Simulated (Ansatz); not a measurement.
# [GaBr6]3-: trial inputs and their diagnosis

2 inputs were typed for [GaBr6]3-. Each is run as it stands; the log then has to tell whether the result can be used.

Computed with Ansatz 0.2.0, Gaussian basis. Level: the settings change from run to run.

6 further runs of the same task are left out: 5 that didn't finish, 1 set aside as unsound or not needed.

## Step 1: The relaxed structure

The structure was relaxed beforehand with r2SCAN-D4/def2-SVPD.

7 atoms, charge -3, spin multiplicity 1.

Atoms are counted from 1 here; the program's logs count them from 0.

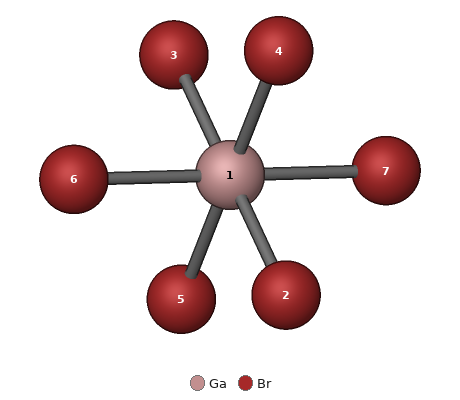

The structure; gallium pink, bromine red; atoms are numbered from 1 in the order of the file.

## Step 2: Try 1

Contents of in.yaml:

```yaml
crystal:
  periodic: [false, false, false]
  atoms:
    - {symbol: Ga, position_ang: [0.000034, 0.000018, 0.000023]}
    - {symbol: Br, position_ang: [-0.020098, -0.010564, 2.643695]}
    - {symbol: Br, position_ang: [0.019954, 0.010498, -2.643595]}
    - {symbol: Br, position_ang: [2.643821, 0.005676, 0.019926]}
    - {symbol: Br, position_ang: [-2.643579, -0.005735, -0.019986]}
    - {symbol: Br, position_ang: [-0.005861, 2.644254, 0.010474]}
    - {symbol: Br, position_ang: [0.005730, -2.644157, -0.010537]}
basis:
  gaussian: {orbitals: 6-31G}
total_charge: -2
magnetization: {spin_polarized: true, initial_magnetization: 1}
hamiltonian: {xc: {name: r2SCAN50}, dispersion: d4}
scf: {omitted_lower_state_checks: [starts]}
output: {forces: true}
```

Started as:

```console
$ ansatz run in.yaml --threads 4 --pin off --events-out ev --progress --plain --max-ram 4787MiB
```

What it wrote:

```text
Functional definition: r2SCAN50
  name "r2SCAN50"
  cite "Bursch, Neugebauer, Ehlert & Grimme, J. Chem. Phys. 156, 134105 (2022) doi:10.1063/5.0086040"
  cite "Furness, Kaplan, Ning, Perdew & Sun, J. Phys. Chem. Lett. 11, 8208 (2020) doi:10.1021/acs.jpclett.0c02405"
  cite "Furness, Kaplan, Ning, Perdew & Sun, J. Phys. Chem. Lett. 11, 9248 (2020) doi:10.1021/acs.jpclett.0c03077"
  parent r2scan
  parameter a = 0.5
  parameter k0 = 0.174
  parameter k1 = 0.065
  parameter a1 = 4.9479
  exchange = (1 - a)*r2scan_x(k0 = k0, k1 = k1, a1 = a1) + a*exact_x
  correlation = r2scan_c
these checks for a lower state are left out or cut short: starts
1830 factors; integrals over basis functions are off by at most 4.0e-4 eV
Error: with its mean field the run needs 5.15 GiB of memory, and 4.67 GiB are given
refused for memory
```

Wall time 3.3 s (4 threads of Intel Xeon at 2.70GHz, shared host).

What is wrong: The program refused the input before any cycle. It says: «with its mean field the run needs 5.15 GiB of memory, and 4.67 GiB are given» The job doesn't fit into the memory allowed. It asks for 5.15 GiB, and 4.67 GiB are there. Fix: raise the memory limit. The input also asks for charge -2 and multiplicity 2, not those of the species named; set them back first.

## Step 3: Try 2

Contents of in.yaml:

```yaml
crystal:
  periodic: [false, false, false]
  atoms:
    - {symbol: Ga, position_ang: [-0.077798, -0.063854, -0.103109]}
    - {symbol: Br, position_ang: [-0.002645, 0.014035, 1.769987]}
    - {symbol: Br, position_ang: [-0.076259, -0.004772, -1.525417]}
    - {symbol: Br, position_ang: [1.258296, -0.007616, 0.049885]}
    - {symbol: Br, position_ang: [-1.836973, 0.035804, 0.108042]}
    - {symbol: Br, position_ang: [-0.047002, 1.498465, -0.031787]}
    - {symbol: Br, position_ang: [-0.016990, -1.855110, 0.009361]}
basis:
  gaussian: {orbitals: def2-TZVPD}
total_charge: -3
hamiltonian: {xc: {name: PBEsol}}
scf: {lower_state_search: full}
```

Launched as before.

What it wrote:

```text
Functional definition: PBEsol
  name "PBEsol"
  cite "Perdew et al., Phys. Rev. Lett. 100, 136406 (2008) doi:10.1103/PhysRevLett.100.136406"
  cite "Perdew, Burke & Ernzerhof, Phys. Rev. Lett. 77, 3865 (1996) doi:10.1103/PhysRevLett.77.3865"
  parent pbesol
  exchange = pbesol_x
  correlation = pbesol_c
2896 factors; their error is unknown
mean field evaluation 1: about -471556.1580 eV, gradient 4.0e2 eV
mean field evaluation 2: about -470909.2351 eV, gradient 9.0e2 eV
mean field evaluation 4: about -472123.6929 eV, gradient 1.3e2 eV
mean field evaluation 8: about -472154.4511 eV, gradient 4.0e1 eV
mean field evaluation 16: about -472160.8662 eV, gradient 1.2e1 eV
mean field evaluation 32: about -472159.0350 eV, gradient 1.7e1 eV
mean field evaluation 64: about -472161.3360 eV, gradient 7.1e0 eV
mean field evaluation 96: about -472161.2658 eV, gradient 5.9e0 eV
Error: SIGTERM received: run cancelled behind 109 evaluations of the mean field
```

Wall time 93 s (4 threads of Intel Xeon at 2.70GHz, shared host).

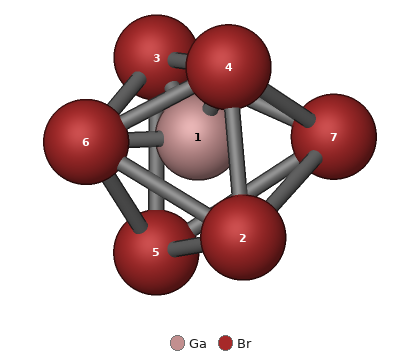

The geometry of this input.

What is wrong: The run hit its time limit. The geometry is squeezed well below its size. The shortest distance is 1.35 Å (Ga1–Br4), against 2.64 Å in the relaxed molecule. Its coordinates are also moved off the relaxed structure. To mend it, use the relaxed coordinates.

## Step 4: How the tries ended

```tsv
try	level	ended	cause	time
1	r2SCAN50/6-31G	refused	the job doesn't fit into the memory allowed	3.3 s
2	PBEsol/def2-TZVPD	timeout	the geometry is squeezed well below its size	93 s
```

In words: 1 refused, 1 timeout.
